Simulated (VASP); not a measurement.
## Geometry relaxation, with input and output: Al$_{8}$CN$_{7}$ (part 4 of 4)

Continued. System: Al$_{8}$CN$_{7}$ (defect cell, 16 atoms in the cell). Method: Kohn-Sham DFT of a periodic cell, PBE, VASP PAW PBE potentials, recommended, no spin polarisation (VASP 6.6.1); cutoff 450 eV, 2×2×2 k-mesh, Gaussian smearing of 0.01 eV. The structure derives from an entry of the Crystallography Open Database.

Geometry of the input (Å; fractional positions):
```
0.0000  0.0000  5.0159
6.2557  0.0000  0.0000
-3.1279  5.4176  0.0000
Al 0.9964  0.1758  0.3491
Al 0.9993  0.1667  0.8333
Al 0.9993  0.6667  0.3333
Al 0.9993  0.6667  0.8333
Al 0.5060  0.3452  0.1827
Al 0.4961  0.3473  0.6690
Al 0.4978  0.8333  0.1703
Al 0.4993  0.8333  0.6667
C  0.3782  0.1625  0.3292
N  0.3807  0.1667  0.8333
N  0.3807  0.6667  0.3333
N  0.3807  0.6667  0.8333
N  0.8807  0.3333  0.1667
N  0.8807  0.3333  0.6667
N  0.8807  0.8333  0.1667
N  0.8807  0.8333  0.6667
```

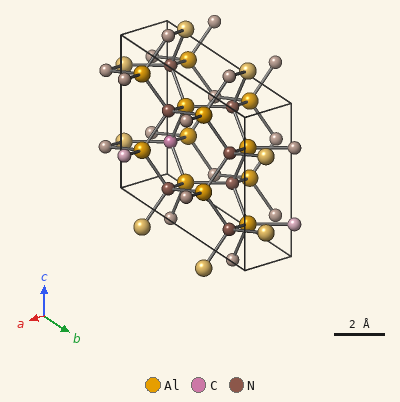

*The geometry at step 5 of the log (ball-and-stick view of the cell of the calculation, seen slightly off an axis; neighbours outside the cell are drawn fainter).*

Parts of OUTCAR, continued
```
 k-point     7 :       0.5000    0.0000    0.5000
  band No.  band energies     occupation
      1      -7.8546      2.00000
      2      -7.7178      2.00000
      3      -7.7096      2.00000
      4      -7.3834      2.00000
      5      -7.0241      2.00000
      6      -6.9366      2.00000
      7      -6.9304      2.00000
      8      -2.8344      2.00000
      9       0.8489      2.00000
     10       1.0051      2.00000
     11       1.0780      2.00000
     12       1.4488      2.00000
     13       1.8448      2.00000
     14       2.0155      2.00000
     15       2.0638      2.00000
     16       2.5440      2.00000
     17       2.9194      2.00000
     18       2.9554      2.00000
     19       3.0766      2.00000
     20       3.4914      2.00000
     21       4.2082      2.00000
     22       4.3225      2.00000
     23       4.4323      2.00000
     24       4.6775      2.00000
     25       4.7142      2.00000
     26       4.8314      2.00000
     27       4.8670      2.00000
     28       4.8764      2.00000
     29       5.0201      2.00000
     30       5.8068      2.00000
     31       6.4169      2.00000
     32       6.6521      2.00000
     33      12.2080      0.00000
     34      12.2563      0.00000
     35      12.4376      0.00000
     36      12.4624      0.00000
     37      12.5587      0.00000
     38      12.5955      0.00000
     39      12.7505      0.00000
     40      13.1344      0.00000
     41      14.7243      0.00000
     42      14.7369      0.00000
     43      14.9162      0.00000
     44      15.0175      0.00000

 k-point     8 :       0.5000    0.5000    0.5000
  band No.  band energies     occupation
      1      -7.8544      2.00000
      2      -7.7182      2.00000
      3      -7.7098      2.00000
      4      -7.3826      2.00000
      5      -7.0238      2.00000
      6      -6.9369      2.00000
      7      -6.9307      2.00000
      8      -2.8347      2.00000
      9       0.8499      2.00000
     10       1.0057      2.00000
     11       1.0787      2.00000
     12       1.4518      2.00000
     13       1.8445      2.00000
     14       2.0142      2.00000
     15       2.0619      2.00000
     16       2.5413      2.00000
     17       2.9185      2.00000
     18       2.9546      2.00000
     19       3.0748      2.00000
     20       3.4914      2.00000
     21       4.2090      2.00000
     22       4.3220      2.00000
     23       4.4343      2.00000
     24       4.6748      2.00000
     25       4.7152      2.00000
     26       4.8306      2.00000
     27       4.8688      2.00000
     28       4.8781      2.00000
     29       5.0213      2.00000
     30       5.8118      2.00000
     31       6.4149      2.00000
     32       6.6499      2.00000
     33      12.2025      0.00000
     34      12.2567      0.00000
     35      12.4372      0.00000
     36      12.4656      0.00000
     37      12.5580      0.00000
     38      12.5974      0.00000
     39      12.7529      0.00000
     40      13.1272      0.00000
     41      14.7310      0.00000
     42      14.7371      0.00000
     43      14.9207      0.00000
     44      15.0205      0.00000

------------------------ aborting loop because EDIFF is reached ----------------------------------------

  FORCE on cell =-STRESS in cart. coord.  units (eV):
  Direction    XX          YY          ZZ          XY          YZ          ZX
  --------------------------------------------------------------------------------------
  -------------------------------------------------------------------------------------
  Total       14.5539918     14.5458555     13.6386225     -0.0418077      0.0062973      0.0031883
  in kB      137.1685644    137.0918809    128.5413846     -0.3940291      0.0593512      0.0300488
  external PRESSURE =     134.2672766 kB  Pullay stress =       0.0000000 kB

 VOLUME and BASIS-vectors are now :
 -----------------------------------------------------------------------------
  energy-cutoff  :      450.00
  volume of cell :      170.00
      direct lattice vectors                 reciprocal lattice vectors
     0.000000000  0.000000000  5.015926000     0.000000000  0.000000000  0.199364983
     6.255732000  0.000000000  0.000000000     0.159853395  0.092291381  0.000000000
    -3.127866000  5.417624000  0.000000000     0.000000000  0.184582762  0.000000000

 POSITION                                       TOTAL-FORCE (eV/Angst)
 -----------------------------------------------------------------------------------
      0.00228      1.81708      4.98935         0.014766      0.009526     -0.011974
     -1.54720      4.53320      0.01098         0.002423     -0.002040      0.000459
      3.13167      1.80447      0.01131         0.003517     -0.004696     -0.007719
      1.56012      4.53088      0.01094        -0.012647      0.004077      0.006068
      1.55637      0.92217      2.49611         0.006159     -0.001552     -0.002178
      0.00673      3.61145      2.49721        -0.001459     -0.006426     -0.010032
      4.70973      0.92046      2.49603        -0.000886      0.011793     -0.000377
      3.13551      3.62180      2.49678        -0.007772      0.001055      0.002033
      0.00489      1.81948      1.89965        -0.007522     -0.014797      0.012799
     -1.55675      4.52720      1.91392        -0.008121      0.000819      0.003439
      3.13326      1.81519      1.91433         0.002291      0.005692     -0.004460
      1.57170      4.52549      1.91367        -0.012148      0.004393      0.007595
      1.59492      0.89915      4.41173         0.011946     -0.013505      0.005083
      0.00586      3.65616      4.41246        -0.004624      0.004940      0.001537
      4.66650      0.89669      4.41222         0.014447     -0.003119     -0.004678
      3.13436      3.62222      4.42382        -0.000370      0.003840      0.002406
 -----------------------------------------------------------------------------------
    total drift:                                0.011347     -0.009330      0.030843

  FREE ENERGIE OF THE ION-ELECTRON SYSTEM (eV)
  ---------------------------------------------------
  free  energy   TOTEN  =      -108.3922553128 eV

  energy  without entropy=     -108.3922553128  energy(sigma->0) =     -108.39225531

 reached required accuracy - stopping structural energy minimisation
```

CONTCAR
```
Al8CN7
   1.00000000000000
     0.0000000000000000    0.0000000000000000    5.0159260000000003
     6.2557320000000001    0.0000000000000000    0.0000000000000000
    -3.1278660000000000    5.4176240000000000    0.0000000000000000
  Al              C               N
     8     1     7
Direct
     0.9947020480272252    0.1680658189736922    0.3354023145800861
     0.0021888533830745    0.1710501093664069    0.8367497481813854
     0.0022557596635846    0.6671441308430397    0.3330734125738233
     0.0021808636356719    0.6675513718234086    0.8363223919079669
     0.4976363741410863    0.3338998231878243    0.1702160577870524
     0.4978568726767555    0.3343819162072133    0.6666119623719997
     0.4976201921802698    0.8378168110963773    0.1699002360513547
     0.4977713057868516    0.8354833952412608    0.6685226903374542
     0.3787236427058401    0.1687042782913380    0.3358441423185066
     0.3815687090138422    0.1689702352017943    0.8356427341726923
     0.3816506591736254    0.6683884133475804    0.3350523642038542
     0.3815186885600253    0.6689046939473584    0.8353270532609173
     0.8795437540506751    0.3379376366546642    0.1659679551892262
     0.8796905149054494    0.3383690529590678    0.6748647574400453
     0.8796414981315080    0.8287119320058028    0.1655135831514112
     0.8819539639645340    0.8353383808531781    0.6685998464722247

  0.00000000E+00  0.00000000E+00  0.00000000E+00
  0.00000000E+00  0.00000000E+00  0.00000000E+00
  0.00000000E+00  0.00000000E+00  0.00000000E+00
  0.00000000E+00  0.00000000E+00  0.00000000E+00
  0.00000000E+00  0.00000000E+00  0.00000000E+00
  0.00000000E+00  0.00000000E+00  0.00000000E+00
  0.00000000E+00  0.00000000E+00  0.00000000E+00
  0.00000000E+00  0.00000000E+00  0.00000000E+00
  0.00000000E+00  0.00000000E+00  0.00000000E+00
  0.00000000E+00  0.00000000E+00  0.00000000E+00
  0.00000000E+00  0.00000000E+00  0.00000000E+00
  0.00000000E+00  0.00000000E+00  0.00000000E+00
  0.00000000E+00  0.00000000E+00  0.00000000E+00
  0.00000000E+00  0.00000000E+00  0.00000000E+00
  0.00000000E+00  0.00000000E+00  0.00000000E+00
  0.00000000E+00  0.00000000E+00  0.00000000E+00
```

Trajectory as extended XYZ (Å, eV, eV/Å), 10 frames, from step=0 to step=9
```
16
Lattice="0.0000 0.0000 5.0159 6.2557 0.0000 0.0000 -3.1279 5.4176 0.0000" Properties=species:S:1:pos:R:3:forces:R:3 step=0 energy=-108.05808
Al    0.0080    1.8912    4.9979   -0.1514  -1.9017   0.3052
Al   -1.5639    4.5147    5.0124    0.1678   0.4490   0.4108
Al    3.1279    1.8059    5.0124    0.0462  -0.4484   0.1992
Al    1.5639    4.5147    5.0124   -0.1020   0.4826   0.1774
Al    1.5877    0.9900    2.5379   -1.0850  -1.4145  -0.7182
Al    0.0801    3.6242    2.4882   -1.9114  -0.9593  -0.0820
Al    4.6802    0.9225    2.4967    0.6440  -0.0500   0.0865
Al    3.1279    3.6117    2.5044    0.5670   0.3718  -0.3223
C    -0.0132    1.7835    1.8970    0.4403   0.9259   0.2693
N    -1.5639    4.5147    1.9096    0.4177   0.2967   0.2458
N     3.1279    1.8059    1.9096    0.1456   0.4426  -0.1012
N     1.5639    4.5147    1.9096    0.6062   0.3444  -0.1582
N     1.5639    0.9029    4.4175    0.6730   0.0518   0.1635
N     0.0000    3.6117    4.4175    0.2613   1.6693  -0.4395
N     4.6918    0.9029    4.4175   -0.5882  -0.1703  -0.0291
N     3.1279    3.6117    4.4175   -0.1313  -0.0899  -0.0072
16
Lattice="0.0000 0.0000 5.0159 6.2557 0.0000 0.0000 -3.1279 5.4176 0.0000" Properties=species:S:1:pos:R:3:forces:R:3 step=1 energy=-108.29751
Al    0.0007    1.7995    5.0126    0.0104   0.5852  -0.3975
Al   -1.5558    4.5363    0.0163    0.0681  -0.1948  -0.1676
Al    3.1301    1.7842    0.0061    0.0346   0.4320   0.1352
Al    1.5590    4.5380    0.0050    0.0930  -0.2265   0.0458
Al    1.5353    0.9217    2.5032    0.6825   0.0589   0.0548
Al   -0.0121    3.5780    2.4843    0.6525   1.1556   0.3462
Al    4.7112    0.9201    2.5009   -0.2148  -0.0808  -0.1065
Al    3.1552    3.6297    2.4889   -0.3823  -0.1546   0.1009
C     0.0080    1.8282    1.9100   -0.2626  -0.6588  -0.1858
N    -1.5438    4.5290    1.9214   -0.1544   0.1025  -0.1881
N     3.1349    1.8272    1.9047   -0.0654  -0.3062   0.1999
N     1.5932    4.5313    1.9019   -0.3799  -0.1309   0.1490
N     1.5964    0.9054    4.4254   -0.3329  -0.2023  -0.1813
N     0.0126    3.6923    4.3963   -0.3285  -0.7249   0.2602
N     4.6634    0.8947    4.4161    0.2655   0.1386  -0.1081
N     3.1215    3.6074    4.4172    0.3143   0.2069   0.0430
16
Lattice="0.0000 0.0000 5.0159 6.2557 0.0000 0.0000 -3.1279 5.4176 0.0000" Properties=species:S:1:pos:R:3:forces:R:3 step=2 energy=-108.36772
Al    0.0032    1.8303    5.0077   -0.0468  -0.0596  -0.2392
Al   -1.5586    4.5291    0.0097    0.0870   0.0190   0.0284
Al    3.1293    1.7915    0.0029    0.0340   0.1383   0.1494
Al    1.5607    4.5302    0.0022    0.0268   0.0147   0.0822
Al    1.5529    0.9446    2.5149    0.1484  -0.4680  -0.2233
Al    0.0189    3.5935    2.4856   -0.1017   0.4606   0.1226
Al    4.7008    0.9209    2.4995    0.0661  -0.0727  -0.0438
Al    3.1460    3.6237    2.4941   -0.0628   0.0252  -0.0455
C     0.0009    1.8132    1.9057   -0.0574  -0.0664  -0.0015
N    -1.5505    4.5242    1.9174    0.0456   0.1959  -0.0207
N     3.1325    1.8201    1.9063   -0.0218  -0.0731   0.1192
N     1.5834    4.5257    1.9045   -0.1513  -0.0298   0.0847
N     1.5855    0.9046    4.4228    0.0168  -0.1138  -0.0699
N     0.0084    3.6653    4.4034   -0.1258  -0.1146   0.1037
N     4.6729    0.8975    4.4166   -0.0253   0.0366  -0.0757
N     3.1237    3.6089    4.4173    0.1681   0.1077   0.0294
16
Lattice="0.0000 0.0000 5.0159 6.2557 0.0000 0.0000 -3.1279 5.4176 0.0000" Properties=species:S:1:pos:R:3:forces:R:3 step=3 energy=-108.38661
Al    0.0008    1.8240    4.9975    0.0115  -0.0164  -0.0805
Al   -1.5543    4.5308    0.0117    0.0581   0.0331  -0.0214
Al    3.1310    1.7969    0.0100   -0.0192   0.0475   0.0155
Al    1.5617    4.5317    0.0062   -0.0254  -0.0109  -0.0019
Al    1.5575    0.9209    2.5034   -0.0374   0.1152  -0.0411
Al    0.0107    3.6124    2.4910    0.0255  -0.1018   0.0514
Al    4.7050    0.9175    2.4977    0.0044   0.0290  -0.0065
Al    3.1443    3.6255    2.4915   -0.0670  -0.0543   0.0418
C    -0.0008    1.8120    1.9061    0.0968   0.1349  -0.0139
N    -1.5477    4.5336    1.9170   -0.0899  -0.0917  -0.0801
N     3.1318    1.8176    1.9115    0.0130  -0.0308   0.0529
N     1.5777    4.5250    1.9080   -0.0516  -0.0150   0.0405
N     1.5875    0.8996    4.4199    0.0667  -0.0377  -0.0727
N     0.0032    3.6633    4.4073    0.0149  -0.0499   0.0839
N     4.6707    0.8988    4.4131   -0.0515  -0.0445  -0.0183
N     3.1310    3.6135    4.4186    0.0512   0.0933   0.0504
16
Lattice="0.0000 0.0000 5.0159 6.2557 0.0000 0.0000 -3.1279 5.4176 0.0000" Properties=species:S:1:pos:R:3:forces:R:3 step=4 energy=-108.38664
Al    0.0009    1.8242    4.9980    0.0089  -0.0165  -0.0864
Al   -1.5545    4.5307    0.0116    0.0598   0.0313  -0.0192
Al    3.1309    1.7966    0.0097   -0.0169   0.0512   0.0216
Al    1.5616    4.5317    0.0060   -0.0239  -0.0092   0.0011
Al    1.5573    0.9219    2.5039   -0.0280   0.0912  -0.0486
Al    0.0110    3.6116    2.4907    0.0200  -0.0790   0.0528
Al    4.7048    0.9177    2.4978    0.0063   0.0250  -0.0076
Al    3.1444    3.6254    2.4916   -0.0671  -0.0513   0.0381
C    -0.0008    1.8120    1.9061    0.0896   0.1257  -0.0131
N    -1.5478    4.5332    1.9170   -0.0830  -0.0771  -0.0763
N     3.1319    1.8177    1.9113    0.0123  -0.0328   0.0549
N     1.5779    4.5251    1.9079   -0.0567  -0.0158   0.0430
N     1.5875    0.8998    4.4201    0.0645  -0.0424  -0.0729
N     0.0034    3.6634    4.4071    0.0077  -0.0531   0.0853
N     4.6708    0.8987    4.4133   -0.0505  -0.0413  -0.0213
N     3.1307    3.6133    4.4185    0.0571   0.0941   0.0486
16
Lattice="0.0000 0.0000 5.0159 6.2557 0.0000 0.0000 -3.1279 5.4176 0.0000" Properties=species:S:1:pos:R:3:forces:R:3 step=5 energy=-108.39053
Al    0.0009    1.8225    4.9926    0.0191  -0.0381  -0.0092
Al   -1.5512    4.5324    0.0111    0.0288   0.0077  -0.0009
Al    3.1304    1.7997    0.0117   -0.0031   0.0333  -0.0132
Al    1.5607    4.5315    0.0067   -0.0064  -0.0142   0.0222
Al    1.5567    0.9223    2.5000   -0.0116   0.0229  -0.0135
Al    0.0107    3.6109    2.4939   -0.0331  -0.0008   0.0379
Al    4.7057    0.9183    2.4972    0.0495   0.0254  -0.0157
Al    3.1411    3.6234    2.4929   -0.0356  -0.0107   0.0369
C     0.0030    1.8175    1.9056   -0.0030  -0.0037  -0.0590
N    -1.5511    4.5312    1.9135   -0.0518  -0.0533  -0.0012
N     3.1323    1.8159    1.9145    0.0116  -0.0046  -0.0046
N     1.5746    4.5243    1.9103   -0.0085   0.0142   0.0182
N     1.5906    0.8971    4.4164    0.0371   0.0355  -0.0396
N     0.0030    3.6607    4.4115    0.0403  -0.0350   0.0004
N     4.6682    0.8971    4.4118   -0.0204  -0.0039   0.0162
N     3.1343    3.6183    4.4209   -0.0130   0.0253   0.0252
16
Lattice="0.0000 0.0000 5.0159 6.2557 0.0000 0.0000 -3.1279 5.4176 0.0000" Properties=species:S:1:pos:R:3:forces:R:3 step=6 energy=-108.39078
Al    0.0009    1.8220    4.9908    0.0195  -0.0450   0.0172
Al   -1.5501    4.5329    0.0109    0.0187   0.0008   0.0063
Al    3.1302    1.8008    0.0124    0.0015   0.0240  -0.0239
Al    1.5604    4.5314    0.0069   -0.0013  -0.0161   0.0289
Al    1.5566    0.9225    2.4988   -0.0053   0.0016  -0.0009
Al    0.0105    3.6107    2.4949   -0.0496   0.0247   0.0311
Al    4.7060    0.9185    2.4970    0.0641   0.0306  -0.0180
Al    3.1400    3.6228    2.4933   -0.0222   0.0039   0.0349
C     0.0042    1.8193    1.9054   -0.0328  -0.0451  -0.0750
N    -1.5522    4.5305    1.9124   -0.0418  -0.0467   0.0223
N     3.1324    1.8153    1.9156    0.0107   0.0044  -0.0251
N     1.5734    4.5240    1.9111    0.0073   0.0239   0.0108
N     1.5917    0.8963    4.4152    0.0288   0.0597  -0.0287
N     0.0028    3.6598    4.4129    0.0504  -0.0290  -0.0249
N     4.6673    0.8966    4.4113   -0.0108   0.0077   0.0287
N     3.1355    3.6199    4.4217   -0.0369   0.0006   0.0164
16
Lattice="0.0000 0.0000 5.0159 6.2557 0.0000 0.0000 -3.1279 5.4176 0.0000" Properties=species:S:1:pos:R:3:forces:R:3 step=7 energy=-108.39195
Al    0.0019    1.8193    4.9898    0.0030  -0.0243   0.0021
Al   -1.5481    4.5335    0.0110    0.0040  -0.0097  -0.0006
Al    3.1301    1.8029    0.0119    0.0274   0.0145  -0.0109
Al    1.5601    4.5306    0.0085    0.0033   0.0066   0.0342
Al    1.5561    0.9227    2.4974    0.0062  -0.0117  -0.0122
Al    0.0081    3.6117    2.4975   -0.0106  -0.0080  -0.0188
Al    4.7094    0.9201    2.4959   -0.0083  -0.0011   0.0067
Al    3.1379    3.6223    2.4954   -0.0273  -0.0046   0.0127
C     0.0039    1.8189    1.9017    0.0145   0.0053  -0.0171
N    -1.5552    4.5276    1.9123   -0.0103   0.0070   0.0308
N     3.1331    1.8149    1.9154   -0.0006   0.0089  -0.0217
N     1.5727    4.5249    1.9124   -0.0098   0.0082   0.0128
N     1.5941    0.8982    4.4126   -0.0001   0.0114   0.0013
N     0.0051    3.6575    4.4132    0.0035  -0.0117  -0.0187
N     4.6660    0.8964    4.4122    0.0176   0.0089  -0.0012
N     3.1350    3.6215    4.4233   -0.0126   0.0001   0.0007
16
Lattice="0.0000 0.0000 5.0159 6.2557 0.0000 0.0000 -3.1279 5.4176 0.0000" Properties=species:S:1:pos:R:3:forces:R:3 step=8 energy=-108.39197
Al    0.0020    1.8188    4.9896    0.0000  -0.0203  -0.0007
Al   -1.5478    4.5336    0.0110    0.0009  -0.0115  -0.0020
Al    3.1301    1.8033    0.0118    0.0320   0.0115  -0.0080
Al    1.5600    4.5305    0.0088    0.0046   0.0128   0.0348
Al    1.5561    0.9228    2.4972    0.0089  -0.0134  -0.0148
Al    0.0076    3.6119    2.4979   -0.0044  -0.0132  -0.0280
Al    4.7100    0.9204    2.4957   -0.0235  -0.0087   0.0123
Al    3.1375    3.6222    2.4958   -0.0293  -0.0053   0.0095
C     0.0038    1.8188    1.9010    0.0240   0.0152  -0.0066
N    -1.5558    4.5271    1.9123   -0.0028   0.0178   0.0335
N     3.1332    1.8148    1.9154   -0.0028   0.0097  -0.0212
N     1.5725    4.5250    1.9127   -0.0129   0.0047   0.0130
N     1.5946    0.8986    4.4121   -0.0055   0.0009   0.0060
N     0.0055    3.6571    4.4132   -0.0051  -0.0075  -0.0173
N     4.6657    0.8964    4.4124    0.0230   0.0077  -0.0078
N     3.1349    3.6218    4.4235   -0.0073  -0.0005  -0.0028
16
Lattice="0.0000 0.0000 5.0159 6.2557 0.0000 0.0000 -3.1279 5.4176 0.0000" Properties=species:S:1:pos:R:3:forces:R:3 step=9 energy=-108.39226
Al    0.0023    1.8171    4.9894    0.0148   0.0095  -0.0120
Al   -1.5472    4.5332    0.0110    0.0024  -0.0020   0.0005
Al    3.1317    1.8045    0.0113    0.0035  -0.0047  -0.0077
Al    1.5601    4.5309    0.0109   -0.0126   0.0041   0.0061
Al    1.5564    0.9222    2.4961    0.0062  -0.0016  -0.0022
Al    0.0067    3.6115    2.4972   -0.0015  -0.0064  -0.0100
Al    4.7097    0.9205    2.4960   -0.0009   0.0118  -0.0004
Al    3.1355    3.6218    2.4968   -0.0078   0.0011   0.0020
C     0.0049    1.8195    1.8997   -0.0075  -0.0148   0.0128
N    -1.5567    4.5272    1.9139   -0.0081   0.0008   0.0034
N     3.1333    1.8152    1.9143    0.0023   0.0057  -0.0045
N     1.5717    4.5255    1.9137   -0.0121   0.0044   0.0076
N     1.5949    0.8992    4.4117    0.0119  -0.0135   0.0051
N     0.0059    3.6562    4.4125   -0.0046   0.0049   0.0015
N     4.6665    0.8967    4.4122    0.0144  -0.0031  -0.0047
N     3.1344    3.6222    4.4238   -0.0004   0.0038   0.0024
```

Summary

```tsv
quantity	value
outcome	converged
electrons treated	64
free energy	−108.3923 eV
Fermi energy	7.105 eV
gap on the k-point mesh	3.29 eV
pressure	13.43 GPa
final volume	170.00 Å³
largest force (length of the vector) at the end	0.021 eV/Å
hardware	4 threads of Intel Xeon @ 2.50GHz (Skylake/Cascade Lake), 64 GiB of memory available, shared host
wall time	49 s (CPU time 3.1 min)
peak memory	0.12 GiB
```
